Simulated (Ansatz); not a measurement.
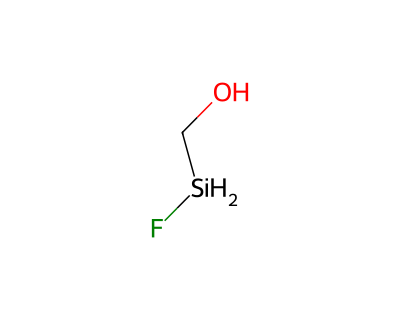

2D structure.

Write the SMILES.

Answer. OC[SiH2]F

What is the molecular formula?

Answer. CH5FOSi.

An optimisation with PBE0-D4/def2-TZVP gave a structure of which point group?

Answer. C1. Other conformers may differ.

More results for the same structure follow; atom numbers are the same in all pictures, views and colours differ. The geometry was computed by an optimisation with PBE0-D4/def2-TZVP.

Vibrations

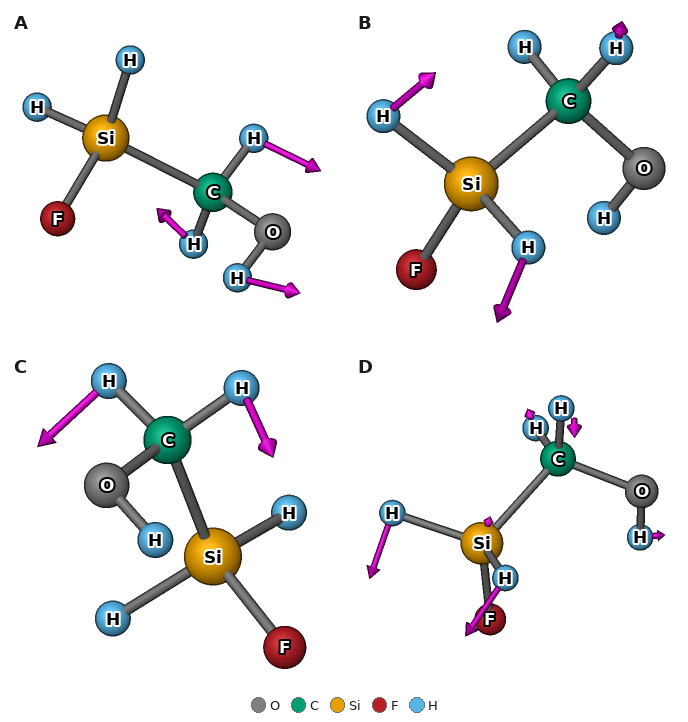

4 normal modes of one molecule or complex, as arrows. Harmonic vibrations computed with RKS PBE0-D4/def2-TZVP (Ansatz 0.2.0) at a stationary point of the same level.

Match the panels to the wavenumbers 727 cm⁻¹, 927 cm⁻¹, 1159 cm⁻¹, 1455 cm⁻¹.

Answer. A: 1159 cm⁻¹, angle bending
B: 727 cm⁻¹, F–Si–H bending
C: 1455 cm⁻¹, H–C–H bending
D: 927 cm⁻¹

Thermal motion

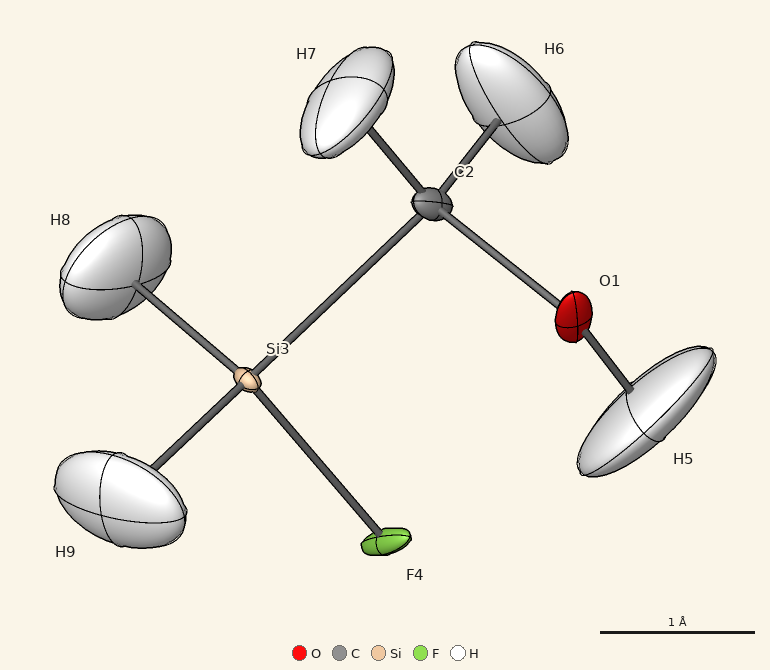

Displacement ellipsoids at the 50 % level, enlarged 1.5 times, from the internal vibrations of the free molecule (harmonic, no overall translation or rotation; no half-axis is drawn under 0.075 Å). Vibrations computed with RKS PBE0-D4/def2-TZVP (Ansatz 0.2.0). Temperature: 200 K.

Which atom has the largest mean-square displacement?

Answer. H5, with U_eq = 0.0399 Å².

Does H5 move more along its bond or across it?

Answer. Across it: the root-mean-square amplitude is 0.125 Å along the bond and up to 0.254 Å across, since bending and torsion are softer than stretching.

Give the displacement parameters, one line for each set of equivalent atoms.

```tsv
atom	U_eq (Å²)	rms amplitudes (Å)
O1	0.0062	0.024, 0.054, 0.123
C2	0.0031	0.037, 0.046, 0.077
Si3	0.0011	0.023, 0.028, 0.046
F4	0.0054	0.025, 0.040, 0.119
H5	0.0399	0.082, 0.219, 0.254
H6	0.0263	0.085, 0.127, 0.236
H7	0.0258	0.084, 0.133, 0.230
H8	0.0254	0.092, 0.165, 0.202
H9	0.0267	0.089, 0.146, 0.225
```

Electronic properties

Level of theory: RKS ωB97M-V/def2-TZVPP (Ansatz 0.2.0).

Give the HOMO–LUMO gap at this level.

Answer. 11.76 eV.

What is the dipole moment?

Answer. 1.23 D.

Give the HOMO energy (Kohn–Sham orbital) at this level.

Answer. −10.09 eV.

Charges

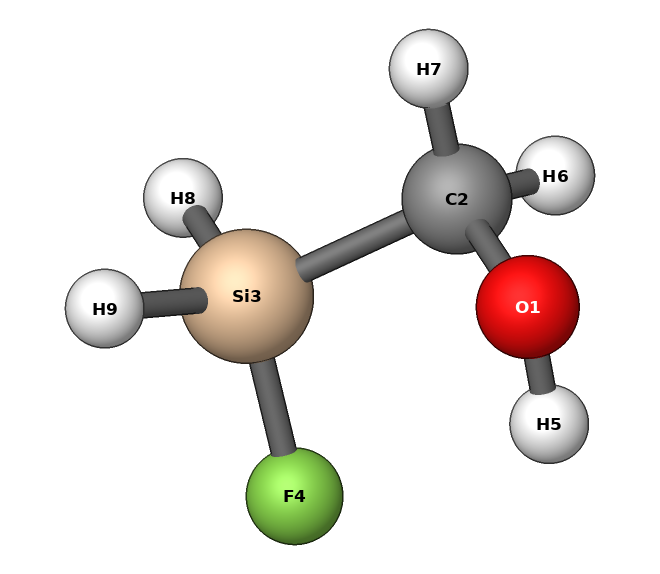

The questions are on Mulliken charges. Properties computed with RKS ωB97M-V/def2-TZVPP (Ansatz 0.2.0).

Give the Mulliken charges atom by atom.

```json
{"atom": "O1", "value (e)": "−0.32"}
{"atom": "C2", "value (e)": "−0.15"}
{"atom": "Si3", "value (e)": "0.49"}
{"atom": "F4", "value (e)": "−0.33"}
{"atom": "H5", "value (e)": "0.18"}
{"atom": "H6", "value (e)": "0.11"}
{"atom": "H7", "value (e)": "0.11"}
{"atom": "H8", "value (e)": "−0.05"}
{"atom": "H9", "value (e)": "−0.04"}
```

Mulliken values depend strongly on the basis set and can even reverse the polarity of a bond.
